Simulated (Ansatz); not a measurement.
[B2H4]− (SMILES B[BH2-]): methods side by side

The species is [B2H4]− (6 atoms), meant as a doublet with charge -1. SMILES: `B[BH2-]`. Geometry: relaxed at GFN2-xTB.

```jsonl
{"atom": "B", "x (Å)": "-0.1716", "y (Å)": "-0.7714", "z (Å)": "-0.0253"}
{"atom": "B", "x (Å)": "0.1693", "y (Å)": "0.7737", "z (Å)": "0.0273"}
{"atom": "H", "x (Å)": "-0.5804", "y (Å)": "-1.4388", "z (Å)": "0.9210"}
{"atom": "H", "x (Å)": "-0.0699", "y (Å)": "-1.4854", "z (Å)": "-1.0207"}
{"atom": "H", "x (Å)": "0.5757", "y (Å)": "1.4355", "z (Å)": "-0.9254"}
{"atom": "H", "x (Å)": "0.0769", "y (Å)": "1.4865", "z (Å)": "1.0230"}
```

Each level gives the energy change with the B1–H3 bond stretched from 1.228 to 3.070 Å (eV). The values are calculated.

```json
{"level": "USVWN5/STO-3G", "kind": "LDA", "program": "Ansatz", "value (eV)": "6.03", "less FCI/STO-3G": "+0.42", "CPU time (all runs)": "2.5 s"}
{"level": "U-revPBE/STO-3G", "kind": "GGA", "program": "Ansatz", "value (eV)": "5.47", "less FCI/STO-3G": "-0.14", "CPU time (all runs)": "4.2 s"}
{"level": "U-r2SCAN/STO-3G", "kind": "meta-GGA", "program": "Ansatz", "value (eV)": "5.61", "less FCI/STO-3G": "0.00", "CPU time (all runs)": "10 s"}
{"level": "U-r2SCAN0/STO-3G", "kind": "hybrid meta-GGA", "program": "Ansatz", "value (eV)": "5.81", "less FCI/STO-3G": "+0.20", "CPU time (all runs)": "9.8 s"}
{"level": "U-wB97M-V/STO-3G", "kind": "range-separated hybrid", "program": "Ansatz", "value (eV)": "6.22", "less FCI/STO-3G": "+0.61", "CPU time (all runs)": "87 s"}
{"level": "UCAM-B3LYP/STO-3G", "kind": "range-separated hybrid", "program": "Ansatz", "value (eV)": "6.05", "less FCI/STO-3G": "+0.44", "CPU time (all runs)": "5.6 s"}
{"level": "UB2PLYP/STO-3G", "kind": "double hybrid", "program": "Ansatz", "value (eV)": "5.92", "less FCI/STO-3G": "+0.31", "CPU time (all runs)": "5.5 s"}
{"level": "UMP2/STO-3G", "kind": "perturbation theory", "program": "Ansatz", "value (eV)": "5.59", "less FCI/STO-3G": "-0.02", "CPU time (all runs)": "0.18 s"}
{"level": "UCCSDT/STO-3G", "kind": "coupled cluster or CI", "program": "Ansatz", "value (eV)": "5.61", "less FCI/STO-3G": "0.00", "CPU time (all runs)": "1.3 s"}
{"level": "FCI/STO-3G", "kind": "exact in the basis", "program": "Ansatz", "value (eV)": "5.61", "less FCI/STO-3G": "0.00", "CPU time (all runs)": "12 s"}
```

FCI/STO-3G is exact within its basis and frozen core, so for wave-function methods in that basis the difference is their error; functionals converge differently with the basis, so for them it is only a difference. Sets without diffuse functions describe the anion poorly. The first shape isn't each level's own minimum. The values span 5.47 to 6.22 eV. Spin contamination of the reference (⟨S²⟩ at least 0.1 too high) touches USVWN5/STO-3G, U-revPBE/STO-3G, U-r2SCAN/STO-3G, U-r2SCAN0/STO-3G, U-wB97M-V/STO-3G, UCAM-B3LYP/STO-3G, UB2PLYP/STO-3G, UMP2/STO-3G, UCCSDT/STO-3G. All rows use very small basis sets, so even the best lies far from the true value. CPU times are rough (shared hosts, several kinds of processor): they show what a rung costs within a factor of a few.

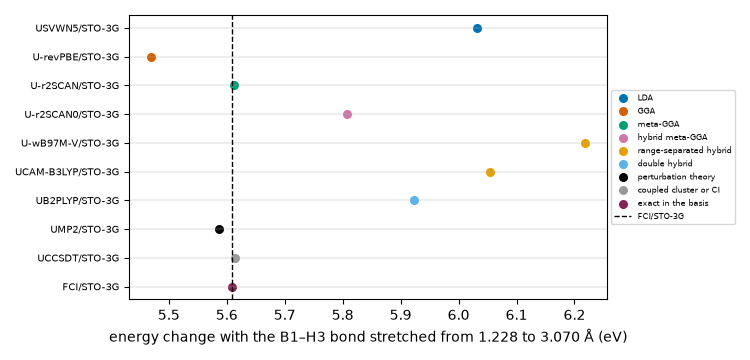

The values of the table, level by level.
